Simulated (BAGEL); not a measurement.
# CASPT2(14,9)/6-31G(d) (density fitting with cc-pvqz-jkfit, spherical functions) run of [HO2]− (hydroperoxide(1-))

What is the energy change on altering one bond length of [HO2]− (hydroperoxide(1-)) at CASPT2(14,9)/6-31G* (density fitting with cc-pvqz-jkfit, spherical functions)? 

The results are computed with BAGEL 1.2.2.

## (1) The structure to begin with

[HO2]− has 3 atoms, charge -1, and is taken as a singlet. As SMILES, `[O-]O`. The shape is that of a PBE0-D4/def2-TZVPD optimisation.

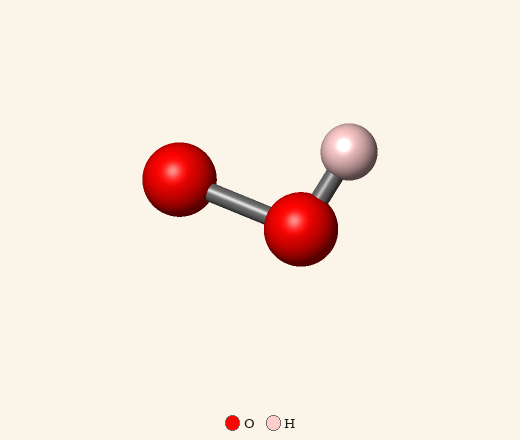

The structure, seen from a chosen angle (oxygen red, hydrogen pink).

## (2) A single-point energy at CASPT2(14,9)/6-31G(d) (density fitting with cc-pvqz-jkfit, spherical functions)

File calc.json:

```json
{ "bagel": [

{
  "title": "molecule",
  "basis": "6-31gs.json",
  "df_basis": "cc-pvqz-jkfit",
  "angstrom": true,
  "geometry": [
    { "atom": "O", "xyz": [   -0.357760,    1.025590,   -0.080830 ] },
    { "atom": "O", "xyz": [   -0.242260,   -0.445880,   -0.180750 ] },
    { "atom": "H", "xyz": [    0.600030,   -0.579720,    0.261570 ] }
  ]
},
{ "title": "hf", "charge": -1 },
{ "title": "casscf", "nstate": 1, "nact": 9, "nclosed": 2, "charge": -1, "maxiter": 200, "natocc": true },
{ "title": "print", "file": "orbitals.molden", "orbitals": true },
{ "title": "smith", "method": "caspt2", "ms": true, "xms": true, "sssr": true, "shift": 0.0, "ncore": 2 }

]}
```

The basis set 6-31G* is read from a file made from the Basis Set Exchange's data (not shown).

Run with:

```console
$ BAGEL_NUM_THREADS=1 BAGEL calc.json > calc.out
```

Log:

```text
* using 1 threads per process

  ===============================================================
  ===============================================================

  *** Geometry ***

  { "atom" : "O", "xyz" : [     -0.676068,      1.938084,     -0.152747 ] },
  { "atom" : "O", "xyz" : [     -0.457805,     -0.842591,     -0.341568 ] },
  { "atom" : "H", "xyz" : [      1.133892,     -1.095512,      0.494296 ] },

  Number of auxiliary basis functions:      263

  Since a DF basis is specified, we compute 2- and 3-index integrals:
    o Being stored without compression. Storage requirement is 0.002 GB

  Number of basis functions:       30
  Number of electrons      :       17

    * METHOD: MOLECULE                             0.03

  *** RHF ***

  === Nuclear Repulsion ===
    29.5270672001

      * DIIS with orbital gradients will be used.

[... 6 lines left out ...]
    * SCF iteration converged.
[... 1 line left out ...]
    * Permanent dipole moment:
[... 22 lines left out ...]
    * Second-order optimization converged. *
[... 11 lines left out ...]
     * ci vector, state   0, <S^2> = -0.0000
[... 4 lines left out ...]
    * METHOD: CASSCF                               0.58

    * METHOD: PRINT                                0.00

  === SMITH program ===

    * freezing 2 orbitals

    * Approximate memory requirement for SMITH calulation per MPI process:
      o Storage requirement for T-amplitude, lambda, and residual is 0.00 GB
      o Storage requirement for MO integrals is 0.00 GB
    * Calculating and saving rdm4f

    * Zeroth order energy : state  0       -5.5709743507

    * CASPT2 iteration is performed using redundant basis

      ---- iteration ----

        0    -0.28309590     0.01303986      0.18
        1    -0.28437089     0.00118591      0.17
        2    -0.28439079     0.00014861      0.18
        3    -0.28439107     0.00002185      0.18
        4    -0.28439108     0.00000378      0.18
        5    -0.28439108     0.00000075      0.18

      -------------------

    * CASPT2 energy : state  0     -150.4834670957
        reference weight              0.9315007447

    * METHOD: SMITH                                2.73

  ===============================================================
```

Run time: 3.6 s. Hardware: 1 thread of Arm Neoverse V2, shared host; peak memory 0.16 GiB.

## (3) The distorted shape

File caspt2.json:

```json
{ "bagel" : [

{
  "title" : "molecule",
  "basis" : "6-31gs.json",
  "df_basis" : "cc-pvqz-jkfit",
  "angstrom" : true,
  "geometry" : [
    { "atom" : "O", "xyz" : [      -0.392411,       1.467044,      -0.050853 ] },
    { "atom" : "O", "xyz" : [      -0.242260,      -0.445880,      -0.180750 ] },
    { "atom" : "H", "xyz" : [       0.600030,      -0.579720,       0.261570 ] }
  ]
},

{ "title" : "hf", "charge" : -1 },

{ "title" : "casscf", "nstate" : 1, "nact" : 9, "nclosed" : 2, "charge" : -1, "maxiter" : 200, "natocc" : true },

{ "title" : "print", "file" : "orbitals.molden", "orbitals" : true },

{ "title" : "smith", "method" : "caspt2", "ms" : true, "xms" : true, "sssr" : true, "shift" : 0.0, "ncore" : 2 }

]}
```

The basis set 6-31G* is read from a file made from the Basis Set Exchange's data (not shown).

Run with:

```console
$ BAGEL_NUM_THREADS=1 BAGEL caspt2.json > caspt2.out
```

Log:

```text
* using 1 threads per process

  ===============================================================
  ===============================================================

  *** Geometry ***

  { "atom" : "O", "xyz" : [     -0.741549,      2.772311,     -0.096098 ] },
  { "atom" : "O", "xyz" : [     -0.457805,     -0.842591,     -0.341568 ] },
  { "atom" : "H", "xyz" : [      1.133892,     -1.095512,      0.494296 ] },

  Number of auxiliary basis functions:      263

  Since a DF basis is specified, we compute 2- and 3-index integrals:
    o Being stored without compression. Storage requirement is 0.002 GB

  Number of basis functions:       30
  Number of electrons      :       17

    * METHOD: MOLECULE                             0.03

  *** RHF ***

  === Nuclear Repulsion ===
    23.8601210118

      * DIIS with orbital gradients will be used.

[... 6 lines left out ...]
    * SCF iteration converged.
[... 1 line left out ...]
    * Permanent dipole moment:
[... 22 lines left out ...]
    * Second-order optimization converged. *
[... 13 lines left out ...]
     * ci vector, state   0, <S^2> = 0.0000
[... 4 lines left out ...]
    * METHOD: CASSCF                               0.78

    * METHOD: PRINT                                0.00

  === SMITH program ===

    * freezing 2 orbitals

    * Approximate memory requirement for SMITH calulation per MPI process:
      o Storage requirement for T-amplitude, lambda, and residual is 0.00 GB
      o Storage requirement for MO integrals is 0.00 GB
    * Calculating and saving rdm4f

    * Zeroth order energy : state  0       -5.4392915981

    * CASPT2 iteration is performed using redundant basis

      ---- iteration ----

        0    -0.28058818     0.01187536      0.15
        1    -0.28171037     0.00107772      0.15
        2    -0.28172788     0.00013538      0.17
        3    -0.28172811     0.00001818      0.16
        4    -0.28172812     0.00000313      0.17
        5    -0.28172812     0.00000057      0.17

      -------------------

    * CASPT2 energy : state  0     -150.4587140675
        reference weight              0.9290068485

    * METHOD: SMITH                                2.59

  ===============================================================
```

Run time: 3.6 s. Hardware: 1 thread of Arm Neoverse V2, shared host; peak memory 0.16 GiB.

## (4) What came out

At CASPT2(14,9)/6-31G* (density fitting with cc-pvqz-jkfit, spherical functions), 2 core orbitals frozen:

| quantity | value |
| --- | --- |
| first shape: total energy | -150.48347 Eh |
| distorted shape: total energy | -150.45871 Eh |
| energy change with the O1–O2 bond stretched from 1.479 to 1.923 Å | 0.674 eV |

What this shows: With the O1–O2 bond stretched from 1.479 to 1.923 Å the energy rises by 0.67 eV (65.0 kJ/mol). The first shape isn't relaxed at this level, so the change isn't measured from a minimum.
